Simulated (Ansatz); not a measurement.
# H$_{6}$OSi$_{2}$···H$_{2}$O···H$_{2}$O: what the fields show

The calculation's input:

```
crystal:
  periodic: [false, false, false]
  atoms:
    - {symbol: Si, position_ang: [0.550571, 0.011904, -0.373900]}
    - {symbol: H, position_ang: [-0.724322, 0.003209, 0.394535]}
    - {symbol: O, position_ang: [0.724243, -1.522382, -0.965246]}
    - {symbol: Si, position_ang: [1.240560, -3.028596, -0.630474]}
    - {symbol: H, position_ang: [0.468498, 0.875144, -1.572533]}
    - {symbol: H, position_ang: [1.720608, 0.288881, 0.487766]}
    - {symbol: H, position_ang: [-0.765179, 2.561131, 0.676331]}
    - {symbol: O, position_ang: [0.199937, 2.481400, 0.581974]}
    - {symbol: H, position_ang: [-2.538847, 1.256859, 0.571173]}
    - {symbol: O, position_ang: [-2.571781, 2.191888, 0.797580]}
    - {symbol: H, position_ang: [2.490669, -2.992521, 0.177003]}
    - {symbol: H, position_ang: [0.206315, -3.776811, 0.134732]}
    - {symbol: H, position_ang: [1.503072, -3.740937, -1.906092]}
    - {symbol: H, position_ang: [0.460223, 3.158513, -0.045944]}
    - {symbol: H, position_ang: [-2.964667, 2.232419, 1.673095]}
basis:
  gaussian: {orbitals: def2-TZVPP}
hamiltonian: {xc: pbe0, dispersion: d4}
output: {orbitals: {seedname: orbitals}}
```

Run with:

```sh
ansatz run in.yaml --threads 8 --pin off --events-out ev --progress --plain --max-ram 19148MiB
```

The reactant side of a reaction path; geometry: PBE0-D4/def2-TZVP.

These are results of RKS PBE0-D4/def2-TZVPP (Ansatz 0.2.0), not measurements.

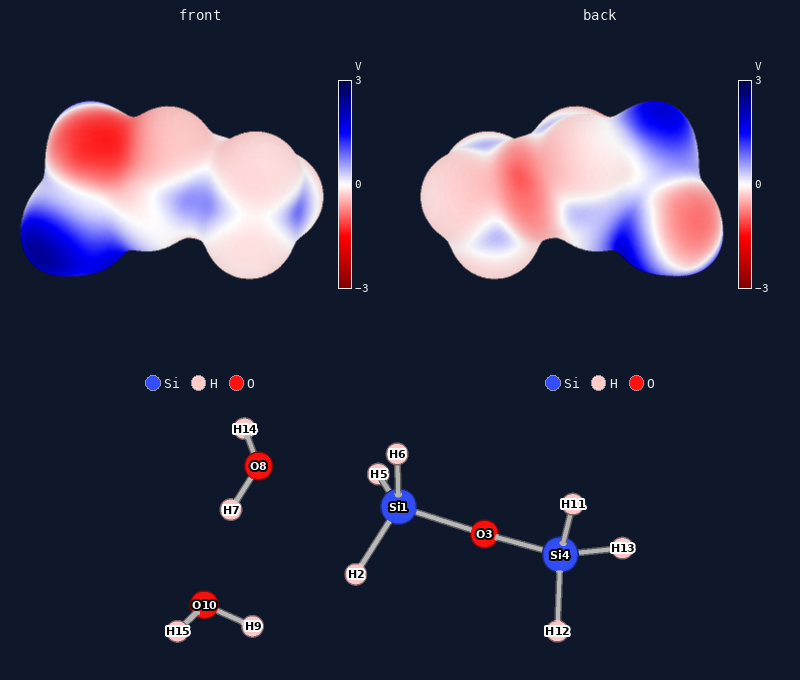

Figure 1. The molecular electrostatic potential painted on the density surface at 0.001 e/bohr³, seen from the front and from behind; the colour scale runs from red (negative) to blue (positive). The bare structure is drawn below in the same view.

> Describe the electrostatic potential map.

The most negative region (about −1.3 V) lies over O8, the most positive (about +2.3 V) over H15. O8 is the likeliest acceptor of a hydrogen bond.

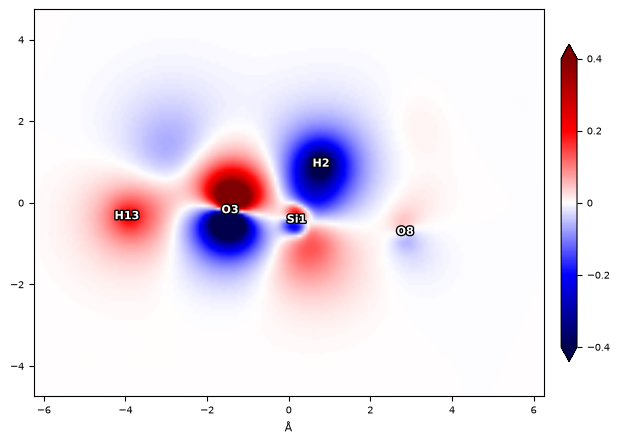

Figure 2. The HOMO on the plane of atoms H2, Si1 and O3 (values in Å⁻³ᐟ²; the overall sign is arbitrary).

> Where does this orbital lie, and at what energy?

By Hirshfeld shares it lies mainly on O3 (about 35 %), Si4 (about 15 %), H12 (about 15 %), Si1 (about 15 %) and H2 (about 10 %). Its energy is −8.31 eV.

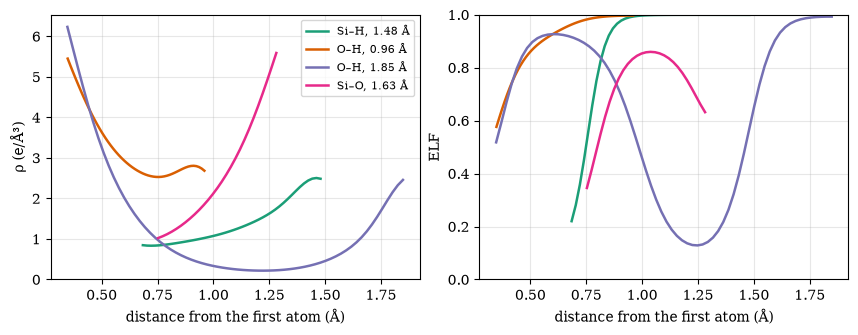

Figure 3. Electron density and ELF along straight lines between neighbouring atoms. The curves leave out the atomic cores.

> What can be read from the curves?

Si–H (1.48 Å): ρ is about 0.84 e/Å³ halfway; the ELF climbs to about 1 towards the hydrogen, as it does in any bond to H.
O–H (0.96 Å): ρ at the midpoint is about 3.8 e/Å³; the ELF climbs to about 1 towards the hydrogen: a covalent bond by its length.
O10···H7 (1.85 Å): the density falls to about 0.22 e/Å³ on the way; the ELF dips to about 0.15 between them: by its geometry a hydrogen bond between the two molecules, with no shared pair.
Si–O (1.63 Å): ρ is about 1.2 e/Å³ halfway; the ELF peaks at about 0.85 between the atoms; a short, strongly polar bond.
